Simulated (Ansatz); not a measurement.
# CH2F2 (difluoromethane): PBE/STO-3G

What is the electronic atomisation energy of CH2F2 (difluoromethane) at PBE/STO-3G? 

The calculation is run with Ansatz 0.2.0.

44 further runs of the same task are left out: 1 that didn't finish, 43 set aside as unsound or not needed.

## 1. Starting point

CH2F2: 5 atoms, total charge 0, spin state singlet. As SMILES, `FCF`. Geometry: relaxed at PBE0-D4/def2-TZVP.

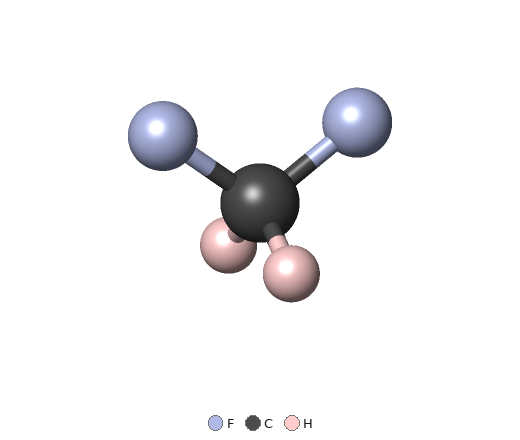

Viewed from a chosen angle; fluorine light blue, carbon dark grey, hydrogen pink.

## 2. The energy at PBE/STO-3G

File in.yaml:

```yaml
crystal:
  periodic: [false, false, false]
  atoms:
    - symbol: F
      position_ang: [-1.073300, 0.191200, 0.698300]
    - symbol: C
      position_ang: [0.010100, -0.016900, -0.082300]
    - symbol: F
      position_ang: [1.090500, -0.179200, 0.713200]
    - symbol: H
      position_ang: [-0.142700, -0.932900, -0.659500]
    - symbol: H
      position_ang: [0.165300, 0.864200, -0.711100]
basis:
  gaussian: {orbitals: STO-3G}
hamiltonian: {xc: {name: PBE}}
accuracy: high
```

Launch:

```
$ ansatz run in.yaml --threads 1 --pin off --max-ram 2610MiB --events-out events.jsonl --progress --plain --runs-dir runs
```

Standard output:

```text
Warning: RAYON_NUM_THREADS=1 ignored (pool sized by the plan → 1); use --threads N
Functional definition: PBE
  name "PBE"
  parameter kappa = 0.804
  parameter beta = 0.06672455060314922
  exchange = pbe_x(kappa = kappa, mu = beta*pi^2/3)
  correlation = pbe_c(beta = beta)
295 factors; integrals over basis functions are off by at most 3.5e-8 eV
mean field evaluation 1: about -6403.1815 eV, gradient 1.6e1 eV
mean field evaluation 2: about -6402.7567 eV, gradient 2.1e1 eV
mean field evaluation 4: about -6403.8962 eV, gradient 1.9e-1 eV
mean field evaluation 8: about -6403.8433 eV, gradient 9.8e-4 eV
mean field -6403.84327604 eV, -235.3368997137 hartree, gradient 1.9e-8 eV, S^2 0.000000; 0 other end points of the search recorded, 0 dependent functions left out
reference -6403.84327735 eV, -235.3368997618 hartree; 13, 13 occupied and 4, 4 virtual orbitals, 295 factors
Total energy: -6403.84327735 eV, -235.3368997618 hartree
```

Wall time 0.74 s (1 thread of Arm Neoverse V2, shared host); peak memory 0.089 GiB.

## 3. The C atom at the same level

File job.yaml:

```yaml
crystal:
  periodic: [false, false, false]
  atoms:
    - {symbol: C, position_ang: [0.000000, 0.000000, 0.000000]}
basis:
  gaussian: {orbitals: STO-3G}
hamiltonian: {xc: pbe}
accuracy: high
magnetization: {spin_polarized: true, initial_magnetization: 2}
```

Run the same way, it converges to -37.28683 Eh (log not shown).

## 4. The F atom at the same level

File input.yaml:

```yaml
crystal:
  periodic: [false, false, false]
  atoms:
    - symbol: F
      position_ang: [0.000000, 0.000000, 0.000000]
basis:
  gaussian:
    orbitals: STO-3G
magnetization:
  spin_polarized: true
  initial_magnetization: 1
hamiltonian:
  xc: pbe
accuracy: high
```

Run the same way, it converges to -98.16855 Eh (log not shown).

## 5. The H atom

File job.yaml:

```yaml
basis:
  gaussian: {orbitals: STO-3G}
crystal:
  periodic: [false, false, false]
  atoms:
    - {symbol: H, position_ang: [0.000000, 0.000000, 0.000000]}
total_charge: 0
magnetization: {spin_polarized: true, initial_magnetization: 1}
hamiltonian: {xc: {name: PBE}}
accuracy: high
```

Launch:

```
$ ansatz run job.yaml --threads 1 --pin off --max-ram 2610MiB --events-out events.jsonl --progress --plain --runs-dir runs
```

Standard output, shortened:

```text
Warning: RAYON_NUM_THREADS=1 ignored (pool sized by the plan → 1); use --threads N
[... 6 set-up lines as earlier in the session ...]
1 factors; integrals over basis functions are off by at most 4.6e-10 eV
mean field evaluation 1: about -12.6363 eV, gradient 0.0e0 eV
mean field evaluation 2: about -12.6363 eV, gradient 0.0e0 eV
mean field -12.63630448 eV, -0.4643756244 hartree, gradient 0.0e0 eV, S^2 0.750000; 0 other end points of the search recorded, 0 dependent functions left out
reference -12.63630558 eV, -0.4643756647 hartree; 1, 0 occupied and 0, 1 virtual orbitals, 1 factors
Total energy: -12.63630558 eV, -0.4643756647 hartree
```

Wall time 0.06 s (1 thread of Arm Neoverse V2, shared host).

## 6. Results

Level: PBE/STO-3G.

| quantity | value |
| --- | --- |
| molecule: total energy | -235.33690 Eh |
| C atom: total energy | -37.28683 Eh |
| C atom: ⟨S²⟩ | 2.000 |
| F atom: total energy | -98.16855 Eh |
| F atom: ⟨S²⟩ | 0.750 |
| H atom: total energy | -0.46438 Eh |
| H atom: ⟨S²⟩ | 0.750 |
| electronic atomisation energy | 21.340 eV |

What this shows: Taking the molecule apart into free atoms costs 21.34 eV (492 kcal/mol), before zero-point energy and without spin-orbit coupling. In a minimal basis such a difference can be off by several eV, whatever the method.
